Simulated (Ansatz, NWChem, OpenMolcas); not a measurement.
SiN2H5 (SMILES N[SiH]N): methods side by side

The species is SiN2H5 (8 atoms), meant as a doublet with charge 0. As SMILES, `N[SiH]N`. Geometry: relaxed at PBE0-D4/def2-TZVP. This is one conformer, not always the lowest.

Each level gives the vertical electron affinity (to the singlet anion) (eV). The values are calculated.

The electron affinity is E(neutral) − E(anion): positive where the electron is bound.

| level | kind | program | value (eV) | less CCSD(T)/def2-SVPD | CPU time (all runs) |
| --- | --- | --- | --- | --- | --- |
| U-revPBE/def2-SVPD | GGA | OpenMolcas | -0.32 | +0.04 | 1.9 min |
| UTPSS/def2-SVPD | meta-GGA | OpenMolcas | -0.32 | +0.04 | 2.7 min |
| U-r2SCAN0/def2-SVPD | hybrid meta-GGA | Ansatz | -0.44 | -0.08 | 33 s |
| UBHLYP/def2-SVPD | global hybrid | OpenMolcas | -0.42 | -0.06 | 1.7 min |
| UM06-2X/def2-SVPD | hybrid meta-GGA | NWChem | -0.30 | +0.06 | 60 s |
| RPA@PBE0/def2-SVPD | RPA | Ansatz | -0.24 | +0.12 | 29 s |
| UMP2/def2-SVPD | perturbation theory | Ansatz | -0.48 | -0.12 | 7.3 s |
| UCCSD(T)/def2-SVPD | coupled cluster or CI | Ansatz | -0.36 | 0.00 | 1.7 min |

Differences are taken from UCCSD(T)/def2-SVPD for orientation; it has basis-set and higher-order errors of its own. Where it was recorded, the anion's HOMO is positive in U-revPBE/def2-SVPD, UTPSS/def2-SVPD, U-r2SCAN0/def2-SVPD, UBHLYP/def2-SVPD, UM06-2X/def2-SVPD: a fault of the level (basis or self-interaction), which says nothing on whether the real anion is bound. The values span -0.48 to -0.24 eV. Negative values mean that the anion is unbound at that level; they are set by how diffuse the basis is and aren't properties of the molecule, whose anion may well be bound. Times are those of the runs behind each value, whatever else they computed, on shared processors of several kinds: orders of magnitude only.

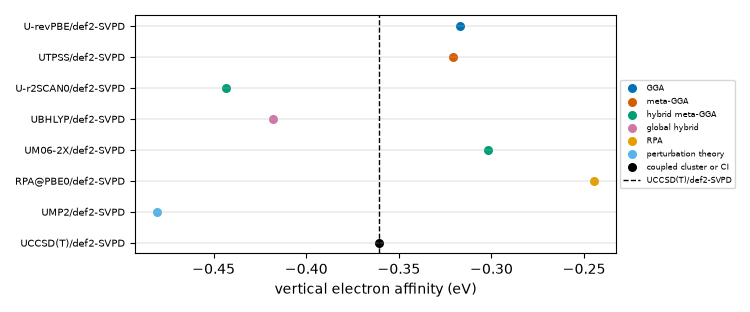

The values of the table, level by level.
